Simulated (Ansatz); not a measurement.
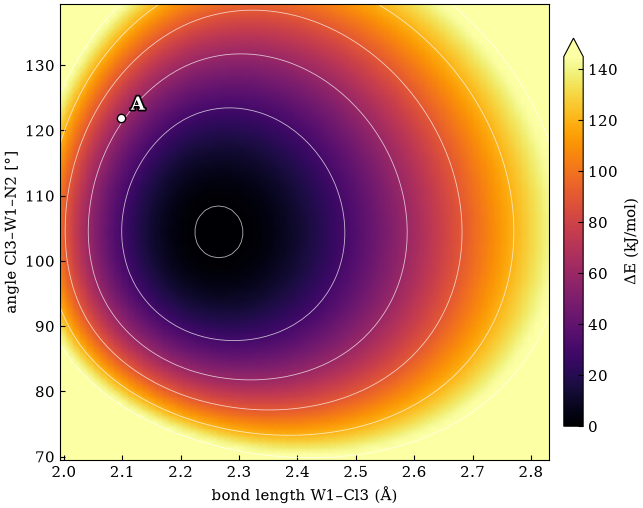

WNCl3. 
- Coordinates scanned: (1) bond length W1–Cl3; (2) angle Cl3–W1–N2.
- Nothing is relaxed (all other coordinates rigid).
- The scan uses a 9 × 9 grid.
- All energies are given in kJ/mol relative to the lowest grid point.
- Theory: Ansatz, RKS PBE0-D4/def2-SVP.

In the figure: a smooth colour map with a few white contour lines, one colour for all values above the top of the scale, the point A. Between grid points the surface is interpolated.

Q: Which way does the force act at A, and how strong is it?

A: A, at bond length W1–Cl3 = 2.098 Å, angle Cl3–W1–N2 = 121.9°, is not a stationary point. The computed force is 470 kJ/mol for each Å towards larger values of bond length W1–Cl3 and 3.5 kJ/mol for each degree towards smaller values of angle Cl3–W1–N2.
